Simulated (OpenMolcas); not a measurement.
## Run report: SBe⁺, relativistic diatomic calculation (part 2 of 2)

Continued. System: SBe⁺. Method: SA-CASSCF(5,7)/XMS-CASPT2 + RASSI spin-orbit (X2C scalar, AMFI), ANO-RCC-VTZP (OpenMolcas).

### The program's output (extracts), continued
```
++ Dipole transition strengths (spin-free states):
     for osc. strength at least  1.00000000E-05
      From   To        Osc. strength     Einstein coefficients Ax, Ay, Az (sec-1)    Total A (sec-1)
         1    9       1.03020934E-03  3.56504507E+02  1.73512152E+05  0.00000000E+00  1.73868656E+05
         1   10       1.44406596E-02  3.39978315E+06  6.87003529E+03  0.00000000E+00  3.40665319E+06
         1   11       4.98585395E-03  2.44993518E+06  8.93586384E+04  0.00000000E+00  2.53929382E+06
         1   12       4.98877039E-03  8.95157345E+04  2.45424043E+06  0.00000000E+00  2.54375617E+06
         1    3       4.49155403E-02  0.00000000E+00  0.00000000E+00  3.64649912E+07  3.64649912E+07
         1    4       9.23117945E-04  0.00000000E+00  0.00000000E+00  7.49439691E+05  7.49439691E+05
         1   13       3.78728602E-03  6.06791710E+03  3.17592263E+06  0.00000000E+00  3.18199054E+06
         1    5       5.62304421E-03  0.00000000E+00  0.00000000E+00  6.26664642E+06  6.26664642E+06
         1    6       8.51870410E-05  0.00000000E+00  0.00000000E+00  9.49374019E+04  9.49374019E+04
         1    7       3.15102928E-02  0.00000000E+00  0.00000000E+00  4.44074916E+07  4.44074916E+07
         1    8       2.98751041E-04  0.00000000E+00  0.00000000E+00  4.21030233E+05  4.21030233E+05
         2    9       1.03020919E-03  1.73512118E+05  3.56504701E+02  0.00000000E+00  1.73868623E+05
         2   10       1.44406560E-02  6.87004125E+03  3.39978215E+06  0.00000000E+00  3.40665219E+06
         2   11       4.98584732E-03  8.93586539E+04  2.44993172E+06  0.00000000E+00  2.53929037E+06
         2   12       4.98877049E-03  2.45424041E+06  8.95157400E+04  0.00000000E+00  2.54375615E+06
         2    3       9.23117578E-04  0.00000000E+00  0.00000000E+00  7.49439356E+05  7.49439356E+05
         2    4       4.49155577E-02  0.00000000E+00  0.00000000E+00  3.64650055E+07  3.64650055E+07
         2   13       3.78728424E-03  3.17592105E+06  6.06792622E+03  0.00000000E+00  3.18198898E+06
         2    5       8.51850596E-05  0.00000000E+00  0.00000000E+00  9.49351667E+04  9.49351667E+04
         2    6       5.62316958E-03  0.00000000E+00  0.00000000E+00  6.26678770E+06  6.26678770E+06
         2    7       2.98755458E-04  0.00000000E+00  0.00000000E+00  4.21036402E+05  4.21036402E+05
         2    8       3.15100065E-02  0.00000000E+00  0.00000000E+00  4.44070926E+07  4.44070926E+07
         9    3       1.48458238E-02  3.36174048E+04  3.53398616E+06  0.00000000E+00  3.56760357E+06
         9    4       1.48458312E-02  3.53398812E+06  3.36174153E+04  0.00000000E+00  3.56760554E+06
         9   13       6.86598146E-04  0.00000000E+00  0.00000000E+00  1.75651540E+05  1.75651540E+05
         9    5       1.03477627E-03  2.94827892E+03  4.27360842E+05  0.00000000E+00  4.30309121E+05
         9    6       1.03477616E-03  4.27360976E+05  2.94828418E+03  0.00000000E+00  4.30309260E+05
         9    7       4.08294158E-03  6.54912567E+03  2.45414985E+06  0.00000000E+00  2.46069898E+06
         9    8       4.08294533E-03  2.45415253E+06  6.54913964E+03  0.00000000E+00  2.46070167E+06
        14   16       5.81471637E-03  2.17290348E+05  5.40127213E+05  0.00000000E+00  7.57417562E+05
        14   17       5.81471965E-03  5.40127684E+05  2.17290516E+05  0.00000000E+00  7.57418200E+05
        14   18       6.06569918E-02  1.69993304E+07  2.58861215E+06  0.00000000E+00  1.95879426E+07
        14   19       6.06569955E-02  2.58861246E+06  1.69993316E+07  0.00000000E+00  1.95879441E+07
        10    3       3.45248490E-04  5.90324448E+04  5.22118208E+02  0.00000000E+00  5.95545630E+04
        10    4       3.45248353E-04  5.22118696E+02  5.90324244E+04  0.00000000E+00  5.95545431E+04
        10    5       2.32616954E-02  7.51150470E+06  4.55914777E+04  0.00000000E+00  7.55709618E+06
        10    6       2.32616198E-02  4.55913308E+04  7.51148404E+06  0.00000000E+00  7.55707538E+06
        10    7       9.99526940E-03  4.90615906E+06  1.16560007E+04  0.00000000E+00  4.91781506E+06
        10    8       9.99523937E-03  1.16559282E+04  4.90614532E+06  0.00000000E+00  4.91780125E+06
        11    3       7.98517707E-04  2.79764088E+04  6.01583232E+01  0.00000000E+00  2.80365671E+04
        11    4       7.98516194E-04  6.01580647E+01  2.79763598E+04  0.00000000E+00  2.80365179E+04
        11    5       4.00500360E-03  4.66417520E+05  2.09648439E+03  0.00000000E+00  4.68514005E+05
        11    6       4.00499181E-03  2.09647608E+03  4.66416536E+05  0.00000000E+00  4.68513012E+05
        11    7       4.68295806E-03  1.04042871E+06  9.44580551E+03  0.00000000E+00  1.04987451E+06
        11    8       4.68290698E-03  9.44572305E+03  1.04041764E+06  0.00000000E+00  1.04986336E+06
        12    3       7.96735540E-04  5.97564184E+01  2.77895790E+04  0.00000000E+00  2.78493354E+04
        12    4       7.96736988E-04  2.77896331E+04  5.97567150E+01  0.00000000E+00  2.78493898E+04
        12    5       4.00008858E-03  2.08879330E+03  4.64707268E+05  0.00000000E+00  4.66796061E+05
        12    6       4.00011722E-03  4.64710975E+05  2.08881336E+03  0.00000000E+00  4.66799789E+05
        12    7       4.67876023E-03  9.42073061E+03  1.03766161E+06  0.00000000E+00  1.04708234E+06
        12    8       4.67885489E-03  1.03768298E+06  9.42084935E+03  0.00000000E+00  1.04710383E+06
        16   18       6.31281296E-05  0.00000000E+00  0.00000000E+00  2.71427029E+03  2.71427029E+03
        16   19       1.62235805E-03  0.00000000E+00  0.00000000E+00  6.97552503E+04  6.97552503E+04
        16   15       2.98091217E-02  5.35633715E+06  2.13913357E+06  0.00000000E+00  7.49547071E+06
        17   18       1.62235890E-03  0.00000000E+00  0.00000000E+00  6.97552497E+04  6.97552497E+04
        17   19       6.31281393E-05  0.00000000E+00  0.00000000E+00  2.71426953E+03  2.71426953E+03
        17   15       2.98091170E-02  2.13913288E+06  5.35633515E+06  0.00000000E+00  7.49546803E+06
         3   13       6.40387427E-05  1.49307937E-01  1.53965582E+01  0.00000000E+00  1.55458662E+01
         3    5       7.95413007E-05  0.00000000E+00  0.00000000E+00  1.90230747E+03  1.90230747E+03
         3    7       5.41945974E-04  0.00000000E+00  0.00000000E+00  4.43627721E+04  4.43627721E+04
         4   13       6.40387636E-05  1.53965378E+01  1.49307647E-01  0.00000000E+00  1.55458454E+01
         4    6       7.95414895E-05  0.00000000E+00  0.00000000E+00  1.90231513E+03  1.90231513E+03
         4    8       5.41945427E-04  0.00000000E+00  0.00000000E+00  4.43627445E+04  4.43627445E+04
        13    5       4.11858599E-04  4.96716946E+01  7.91554744E+03  0.00000000E+00  7.96521913E+03
        13    6       4.11860193E-04  7.91559407E+03  4.96720200E+01  0.00000000E+00  7.96526609E+03
        13    7       4.05420789E-04  7.53750622E+01  2.95955541E+04  0.00000000E+00  2.96709292E+04
        13    8       4.05423589E-04  2.95957730E+04  7.53760913E+01  0.00000000E+00  2.96711491E+04
        18   15       1.03606096E-03  1.16819909E+04  7.79267421E+04  0.00000000E+00  8.96087330E+04
        19   15       1.03606029E-03  7.79266950E+04  1.16819769E+04  0.00000000E+00  8.96086719E+04
         5    7       7.79557468E-03  0.00000000E+00  0.00000000E+00  1.34723053E+05  1.34723053E+05
         6    8       7.79556546E-03  0.00000000E+00  0.00000000E+00  1.34722746E+05  1.34722746E+05
 Electric-quadrupole - electric-quadrupole not included
 Electric-dipole - electric-octupole not included
 Electric-dipole - magnetic-quadrupole not included
   Eigenvalues of complex Hamiltonian:
  (Shifted by EMIN (a.u.) =       -413.1156387692)
 SO State       Relative EMIN(au)   Rel lowest level(eV)    D:o, cm**(-1)      Omega
     1            -0.0006884473        0.0000000000              0.0000         1.5
     2            -0.0006884473        0.0000000000              0.0000         1.5
     3             0.0006697807        0.0369592661            298.0966         0.5
     4             0.0006697807        0.0369592661            298.0966         0.5
     5             0.0724844563        1.9911361434          16059.5961         0.5
     6             0.0724844563        1.9911361434          16059.5961         0.5
     7             0.0770034226        2.1141034806          17051.3945         0.5
     8             0.0770034226        2.1141034806          17051.3945         0.5
     9             0.0770292873        2.1148072961          17057.0712         1.5
    10             0.0770292873        2.1148072961          17057.0712         1.5
    11             0.0856606945        2.3496798508          18951.4461         0.5
    12             0.0856606945        2.3496798508          18951.4461         0.5
    13             0.1258260995        3.4426362006          27766.7335         2.3
    14             0.1258260995        3.4426362006          27766.7335         2.3
    15             0.1259195913        3.4451802406          27787.2526         1.7
    16             0.1259195913        3.4451802406          27787.2526         1.7
    17             0.1400115453        3.8286418428          30880.0790         2.5
    18             0.1400115453        3.8286418428          30880.0790         2.5
    19             0.1404660820        3.8410104184          30979.8383         1.5
    20             0.1404660820        3.8410104184          30979.8383         1.5
    21             0.1409575334        3.8543834911          31087.6994         0.5
    22             0.1409575334        3.8543834911          31087.6994         0.5
    23             0.1414885069        3.8688320177          31204.2346         0.5
    24             0.1414885069        3.8688320177          31204.2346         0.5
    25             0.1586558506        4.3359792376          34972.0311         1.5
    26             0.1586558506        4.3359792376          34972.0311         1.5
    27             0.1592433084        4.3519647784          35100.9631         0.5
    28             0.1592433084        4.3519647784          35100.9631         0.5
    29             0.1618175427        4.4220132613          35665.9423         0.5
    30             0.1618175427        4.4220132613          35665.9423         0.5
    31             0.1772653829        4.8423704092          39056.3513         0.5
    32             0.1772653829        4.8423704092          39056.3513         0.5
    33             0.1772776540        4.8427043221          39059.0445         0.5
    34             0.1772776540        4.8427043221          39059.0445         0.5
    35             0.1772938191        4.8431441956          39062.5923         1.5
    36             0.1772938191        4.8431441956          39062.5923         1.5
    37             0.1773217974        4.8439055253          39068.7328         2.5
    38             0.1773217974        4.8439055253          39068.7328         2.5
    39             0.1862421235        5.0866399650          41026.5181         1.5
    40             0.1862421235        5.0866399650          41026.5181         1.5
    41             0.1862580868        5.0870743460          41030.0217         0.5
    42             0.1862580868        5.0870743460          41030.0217         0.5
    43             0.2093950832        5.7166640933          46108.0054         0.5
    44             0.2093950832        5.7166640933          46108.0054         0.5
    45             0.2094728566        5.7187804157          46125.0747         1.5
    46             0.2094728566        5.7187804157          46125.0747         1.5
    47             0.2291944547        6.2554324386          50453.4652         0.5
    48             0.2291944547        6.2554324386          50453.4652         0.5
    49             0.2292070002        6.2557738176          50456.2186         1.5
    50             0.2292070002        6.2557738176          50456.2186         1.5
 Weights of the five most important spin-orbit-free states for each spin-orbit state.
 SO State  Total energy (au)           Spin-free states, spin, and weights
    1        -0.000688       1 0.5  0.5000    2 0.5  0.5000   14 1.5  0.0000   11 0.5  0.0000   12 0.5  0.0000
    2        -0.000688       1 0.5  0.5000    2 0.5  0.5000   14 1.5  0.
```

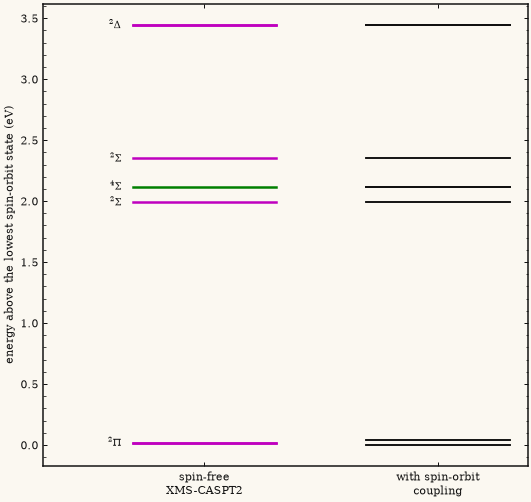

States up to 3.7 eV at 1.841 Å, without spin-orbit coupling (left, a colour for each spin multiplicity) and with it (right, where close levels merge). The spin-free states run ²Π (0.00 eV), ²Σ (1.97 eV), ⁴Σ (2.10 eV), ²Σ (2.33 eV), ²Δ (3.43 eV) from the lowest. The lowest spin-orbit levels have |Ω| = 3/2 (0 cm⁻¹), 1/2 (298 cm⁻¹), 1/2 (16,060 cm⁻¹), 1/2 (17,051 cm⁻¹), 3/2 (17,057 cm⁻¹).

Outcome of the run: converged; components of a degenerate state are split by 16 cm⁻¹.
